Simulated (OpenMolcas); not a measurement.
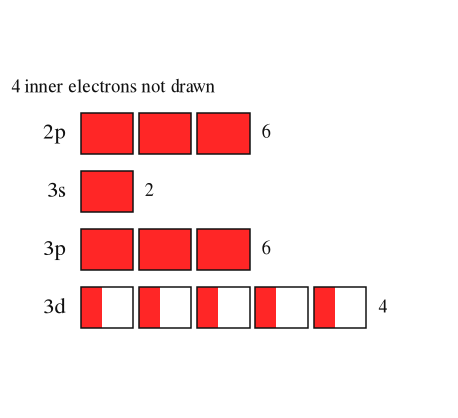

**Figure 1.** The outer shells of the leading configuration of the lowest level: a box for each of the 2l + 1 orbitals, shaded by the share of the shell that is filled, with the electron count at the right.

Multiconfigurational calculation for Cr²⁺ complex (part 1 of 2)

System: Cr²⁺ with 6 ligands (O; octahedron, 2.106 Å), embedded in MgO by model potentials and point charges, whose field is part of the energies.
Method: state-averaged CASSCF, active space 4 electrons in the shell 3d, basis ANO-RCC-VTZP on the metal and ANO-RCC-VDZP on the ligands, DKH2 scalar Hamiltonian, spin-orbit coupling by RASSI with atomic mean-field integrals (OpenMolcas).

## Log (extracts)
```
--- SEWARD ---
Basis set label: CR.ANO-RCC...6S5P3D2F1G.

      Electronic valence basis set:
      ------------------
      Associated Effective Charge  24.000000 au
      Associated Actual Charge     24.000000 au
      Nuclear Model: Point charge

      Shell  nPrim  nBasis  Cartesian Spherical Contaminant
         s      21       6        X
         p      15       5        X
         d      10       3                 X
         f       6       2                 X
         g       4       1                 X
                  Relativistic Douglas-Kroll-Hess integrals:
                    - DKH order of Hamiltonian: 2
                    - DKH order of Properties : 0
                  Atomic mean-field integrals
--- RASSCF ---
Wave function specifications:
      -----------------------------

      Number of closed shell electrons          78
      Number of electrons in active shells       4
      Max number of holes in RAS1 space          0
      Max nr of electrons in RAS3 space          0
      Number of inactive orbitals               39
      Number of active orbitals                  5
      Number of secondary orbitals              99
      Spin quantum number                      2.0
      State symmetry                             1
Orbital specifications:
      -----------------------

      Symmetry species                           1   2
                                                ag  au
      Frozen orbitals                            0   0
      Inactive orbitals                         18  21
      Active orbitals                            5   0
      RAS1 orbitals                              0   0
      RAS2 orbitals                              5   0
      RAS3 orbitals                              0   0
      Secondary orbitals                        49  50
      Deleted orbitals                           0   0
      Number of basis functions                 72  71
      Number of CSFs                             5
      Number of root(s) required                 5
      Iter CI   SX   CI       RASSCF       Energy    max ROT     max BLB   max BLB  Level Ln srch  Step   QN
          iter iter root      energy       change     param      element    value   shift minimum  type update
 Nr of preliminary CI iterations:   1
      Total energies have been shifted. Add                -1000.00 au
        1   1   13    0  -507.07048294    0.00E+00   7.04E-02   20  65 2 -4.82E-01*  0.92   0.00    SX    NO
        2   1   14    0  -508.54264286   -1.47E+00* -5.84E-02   19  64 2 -1.49E-01*  0.60   0.00    SX    NO
        3   1   13    0  -508.75081490   -2.08E-01* -1.76E-02   21  24 2  3.89E-02*  0.66   0.00    SX    NO
        4   1   12    0  -508.76801466   -1.72E-02* -9.20E-03   21  24 2  2.48E-02*  0.66   0.00    SX    NO
        5   1   12    0  -508.77152475   -3.51E-03* -7.76E-03   21  24 2  1.30E-02*  0.67   1.89    LS   YES
        6   1   11    0  -508.77252147   -9.97E-04* -4.25E-03   19  25 1 -5.13E-03*  0.68   1.05    QN   YES
        7   1   10    0  -508.77274131   -2.20E-04* -1.09E-03    6  34 2 -3.79E-03*  0.67   1.12    QN   YES
        8   1    9    0  -508.77279060   -4.93E-05*  4.40E-04   21  24 2  7.76E-04*  0.67   1.41    LS   YES
        9   1    9    0  -508.77279505   -4.46E-06* -2.45E-04    4  32 2  6.00E-04*  0.67   1.00    QN   YES
       10   1    8    0  -508.77279868   -3.62E-06* -1.80E-04    4  32 2  1.61E-04*  0.67   1.31    QN   YES
       11   1    7    0  -508.77279929   -6.12E-07* -5.01E-05    5  23 2 -6.13E-05   0.67   1.18    QN   YES
       12   1    7    0  -508.77279934   -5.09E-08*  1.23E-05    4  22 2 -1.71E-05   0.67   1.27    QN   YES
       13   1    5    0  -508.77279934   -5.26E-09   3.33E-06    9  46 2 -5.29E-06   0.67   1.14    QN   YES
      Convergence after 13 iterations
       14   1    5    0  -508.77279935   -2.65E-10   3.33E-06    9  46 2 -1.69E-06   0.67   1.14    QN   YES
      Natural orbitals and occupation numbers for root  1
      sym 1:   1.000000   1.000000   1.000000   1.000000   0.000000
      Natural orbitals and occupation numbers for root  2
      sym 1:   1.000000   1.000000   0.000000   1.000000   1.000000
      Natural orbitals and occupation numbers for root  3
      sym 1:   0.000000   1.000000   1.000000   1.000000   1.000000
::    RASSCF root number  1 Total energy:  -1508.81002369
::    RASSCF root number  2 Total energy:  -1508.81002369
::    RASSCF root number  3 Total energy:  -1508.74798312
::    RASSCF root number  4 Total energy:  -1508.74798311
::    RASSCF root number  5 Total energy:  -1508.74798311
--- RASSCF ---
Wave function specifications:
      -----------------------------

      Number of closed shell electrons          78
      Number of electrons in active shells       4
      Max number of holes in RAS1 space          0
      Max nr of electrons in RAS3 space          0
      Number of inactive orbitals               39
      Number of active orbitals                  5
      Number of secondary orbitals              99
      Spin quantum number                      1.0
      State symmetry                             1
Orbital specifications:
      -----------------------

      Symmetry species                           1   2
                                                ag  au
      Frozen orbitals                            0   0
      Inactive orbitals                         18  21
      Active orbitals                            5   0
      RAS1 orbitals                              0   0
      RAS2 orbitals                              5   0
      RAS3 orbitals                              0   0
      Secondary orbitals                        49  50
      Deleted orbitals                           0   0
      Number of basis functions                 72  71
      Number of CSFs                            45
      Number of root(s) required                45
      Iter CI   SX   CI       RASSCF       Energy    max ROT     max BLB   max BLB  Level Ln srch  Step   QN
          iter iter root      energy       change     param      element    value   shift minimum  type update
 Nr of preliminary CI iterations:   1
      Total energies have been shifted. Add                -1000.00 au
        1   1   11    0  -508.64194396    0.00E+00  -1.35E-02   20  26 1 -1.59E-02*  0.64   0.00    SX    NO
        2   1   11    0  -508.64362397   -1.68E-03*  4.43E-03    7  34 2 -1.13E-02*  0.63   0.00    SX    NO
        3   1   10    0  -508.64397747   -3.53E-04*  2.73E-03   20  26 1 -3.39E-03*  0.63   0.00    SX    NO
        4   1   10    0  -508.64406153   -8.41E-05* -1.18E-03    8  33 2 -1.89E-03*  0.63   0.00    SX    NO
        5   1    9    0  -508.64408287   -2.13E-05* -9.61E-04   20  26 1 -7.95E-04*  0.63   1.82    LS   YES
        6   1    9    0  -508.64408824   -5.37E-06*  6.55E-04    7  34 2  1.37E-03*  0.63   1.00    QN   YES
        7   1    8    0  -508.64409036   -2.12E-06* -1.16E-04    9  32 2 -2.38E-04*  0.63   0.83    QN   YES
        8   1    7    0  -508.64409052   -1.54E-07* -2.27E-05   19  24 2  3.99E-05   0.63   1.16    QN   YES
        9   1    6    0  -508.64409054   -1.65E-08*  1.50E-05    7  34 2  1.95E-05   0.63   1.55    QN   YES
       10   1    5    0  -508.64409054   -4.27E-09   3.63E-06   23  29 1 -5.52E-06   0.63   1.12    QN   YES
      Convergence after 10 iterations
       11   1    5    0  -508.64409054   -2.58E-10   3.63E-06   10  30 1 -2.54E-06   0.63   1.12    QN   YES
      Natural orbitals and occupation numbers for root  1
      sym 1:   0.999995   1.929564   0.019087   1.000003   0.051352
      Natural orbitals and occupation numbers for root  2
      sym 1:   0.999992   1.000005   0.051347   1.929570   0.019086
      Natural orbitals and occupation numbers for root  3
      sym 1:   0.999992   1.000005   0.051349   1.929567   0.019087
::    RASSCF root number  1 Total energy:  -1508.77546549
::    RASSCF root number  2 Total energy:  -1508.77546549
::    RASSCF root number  3 Total energy:  -1508.77546549
::    RASSCF root number  4 Total energy:  -1508.72289235
::    RASSCF root number  5 Total energy:  -1508.72289234
::    RASSCF root number  6 Total energy:  -1508.72100017
::    RASSCF root number  7 Total energy:  -1508.72100017
::    RASSCF root number  8 Total energy:  -1508.72100017
::    RASSCF root number  9 Total energy:  -1508.71710396
::    RASSCF root number 10 Total energy:  -1508.71710396
::    RASSCF root number 11 Total energy:  -1508.71710396
::    RASSCF root number 12 Total energy:  -1508.70665075
::    RASSCF root number 13 Total energy:  -1508.70656397
::    RASSCF root number 14 Total energy:  -1508.68878671
::    RASSCF root number 15 Total energy:  -1508.68878671
::    RASSCF root number 16 Total energy:  -1508.67048915
::    RASSCF root number 17 Total energy:  -1508.67048915
::    RASSCF root number 18 Total energy:  -1508.67048915
::    RASSCF root number 19 Total energy:  -1508.66066479
::    RASSCF root number 20 Total energy:  -1508.66066479
::    RASSCF root number 21 Total energy:  -1508.66066479
::    RASSCF root number 22 Total energy:  -1508.65319940
::    RASSCF root number 23 Total energy:  -1508.65319940
::    RASSCF root number 24 Total energy:  -1508.65319940
::    RASSCF root number 25 Total energy:  -1508.63670465
::    RASSCF root number 26 Total energy:  -1508.63670465
::    RASSCF root number 27 Total energy:  -1508.63670465
::    RASSCF root number 28 Total energy:  -1508.63443717
::    RASSCF root number 29 Total energy:  -1508.63443717
::    RASSCF root number 30 Total energy:  -1508.62586071
--- RASSCF ---
Wave function specifications:
      -----------------------------

      Number of closed shell electrons          78
      Number of electrons in active shells       4
      Max number of holes in RAS1 space          0
      Max nr of electrons in RAS3 space          0
      Number of inactive orbitals               39
      Number of active orbitals                  5
      Number of secondary orbitals              99
      Spin quantum number                      0.0
      State symmetry                             1
Orbital specifications:
      -----------------------

      Symmetry species                           1   2
                                                ag  au
      Frozen orbitals                            0   0
      Inactive orbitals                         18  21
      Active orbitals                            5   0
      RAS1 orbitals                              0   0
      RAS2 orbitals                              5   0
      RAS3 orbitals                              0   0
      Secondary orbitals                        49  50
      Deleted orbitals                           0   0
      Number of basis functions                 72  71
      Number of CSFs                            50
      Number of root(s) required                50
      Iter CI   SX   CI       RASSCF       Energy    max ROT     max BLB   max BLB  Level Ln srch  Step   QN
          iter iter root      energy       change     param      element    value   shift minimum  type update
 Nr of preliminary CI iterations:   1
      Total energies have been shifted. Add                -1000.00 au
        1   1   11    0  -508.58083018    0.00E+00  -4.92E-03   23  29 1 -6.80E-03*  0.62   0.00    SX    NO
        2   1   11    0  -508.58126479   -4.35E-04*  3.00E-03    9  33 2 -5.57E-03*  0.62   0.00    SX    NO
        3   1   10    0  -508.58136065   -9.59E-05* -1.21E-03   15  23 1 -1.74E-03*  0.62   0.00    SX    NO
        4   1    9    0  -508.58138444   -2.38E-05*  8.27E-04   15  23 1 -1.18E-03*  0.62   0.00    SX    NO
        5   1    9    0  -508.58139065   -6.21E-06*  6.86E-04   15  23 1 -5.27E-04*  0.62   1.83    LS   YES
        6   1    9    0  -508.58139217   -1.52E-06*  2.75E-04    9  33 2  8.23E-04*  0.62   0.96    QN   YES
        7   1    8    0  -508.58139291   -7.46E-07* -5.11E-05    9  33 2 -1.32E-04*  0.62   0.83    QN   YES
        8   1    6    0  -508.58139296   -4.83E-08* -1.23E-05   21  24 2  1.74E-05   0.62   1.13    QN   YES
        9   1    6    0  -508.58139297   -4.17E-09   8.41E-06    9  33 2  9.77E-06   0.62   1.59    QN   YES
      Convergence after  9 iterations
       10   1    6    0  -508.58139297   -1.10E-09   8.41E-06   23  29 1 -2.63E-06   0.62   1.59    QN   YES
      Natural orbitals and occupation numbers for root  1
      sym 1:   0.991268   1.005674   0.092510   1.875221   0.035328
      Natural orbitals and occupation numbers for root  2
      sym 1:   1.896077   0.975579   0.023570   1.022230   0.082544
      Natural orbitals and occupation numbers for root  3
      sym 1:   0.919606   1.890876   0.024324   1.083609   0.081585
::    RASSCF root number  1 Total energy:  -1508.73113173
::    RASSCF root number  2 Total energy:  -1508.73113173
::    RASSCF root number  3 Total energy:  -1508.73113173
::    RASSCF root number  4 Total energy:  -1508.72558739
::    RASSCF root number  5 Total energy:  -1508.72558739
::    RASSCF root number  6 Total energy:  -1508.69840330
::    RASSCF root number  7 Total energy:  -1508.68002949
::    RASSCF root number  8 Total energy:  -1508.68002949
::    RASSCF root number  9 Total energy:  -1508.68002949
::    RASSCF root number 10 Total energy:  -1508.67972173
::    RASSCF root number 11 Total energy:  -1508.67106799
::    RASSCF root number 12 Total energy:  -1508.67106799
::    RASSCF root number 13 Total energy:  -1508.67106799
::    RASSCF root number 14 Total energy:  -1508.65532593
::    RASSCF root number 15 Total energy:  -1508.65532593
::    RASSCF root number 16 Total energy:  -1508.61931823
::    RASSCF root number 17 Total energy:  -1508.61931823
::    RASSCF root number 18 Total energy:  -1508.61931823
::    RASSCF root number 19 Total energy:  -1508.61193053
::    RASSCF root number 20 Total energy:  -1508.61193053
::    RASSCF root number 21 Total energy:  -1508.61090108
::    RASSCF root number 22 Total energy:  -1508.60059737
::    RASSCF root number 23 Total energy:  -1508.60059737
::    RASSCF root number 24 Total energy:  -1508.60059737
::    RASSCF root number 25 Total energy:  -1508.59789850
::    RASSCF root number 26 Total energy:  -1508.59789850
::    RASSCF root number 27 Total energy:  -1508.59789850
::    RASSCF root number 28 Total energy:  -1508.58842535
::    RASSCF root number 29 Total energy:  -1508.56780537
::    RASSCF root number 30 Total energy:  -1508.56780537
```

(Continued in part 2.) Outcome of the run: converged.
